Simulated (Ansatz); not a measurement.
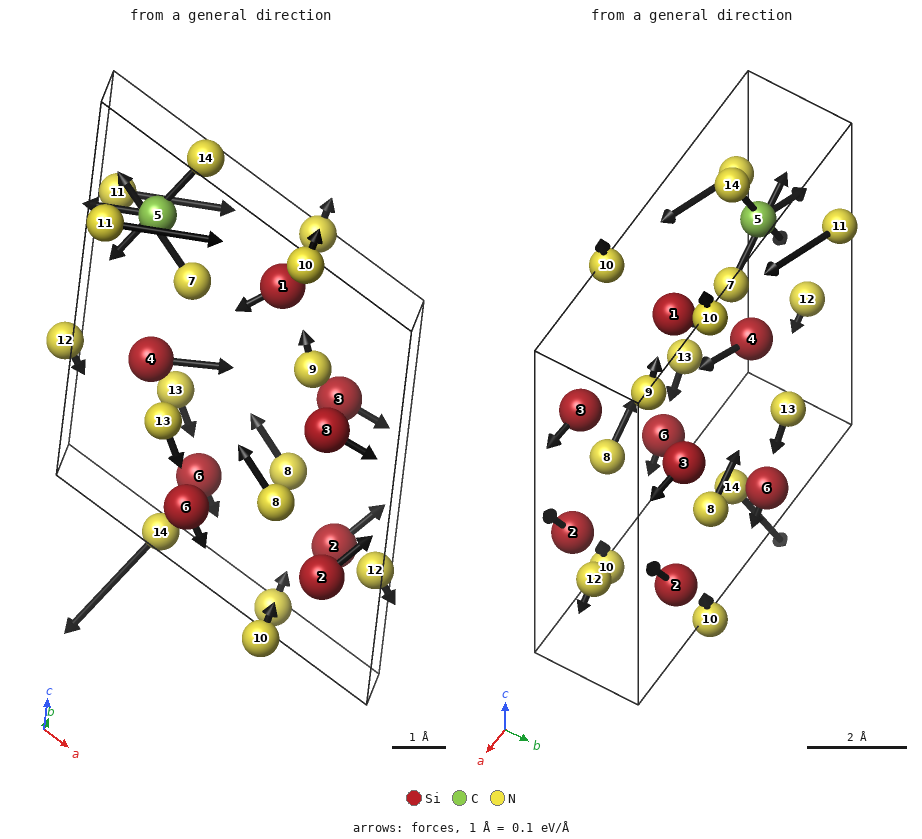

The figure gives a spheres-only picture of the atoms, viewed from two general directions. Thin lines show the simulation cell, with boundary atoms drawn in all their periodic places. The arrows are the computed forces on the atoms.

System: Si₅CN₈. Results below were computed with DFT, PBE, plane waves, PAW in Ansatz; the settings were a 420 eV plane-wave basis, a 4×10×4 mesh of k-points, Fermi-Dirac smearing of 0.02 eV, no spin polarisation.

Question: Are the atoms in equilibrium?

Answer: No. The atoms still feel forces of up to about 0.24 eV/Å, far above a usual threshold of 0.01 to 0.03 eV/Å.

The structure was taken from a structure type filled with these elements by a generator (whether the compound takes this form wasn't checked). Earlier steps of the study may have refined or changed the cell and positions. Ansatz was used for an electronic-structure calculation on it.
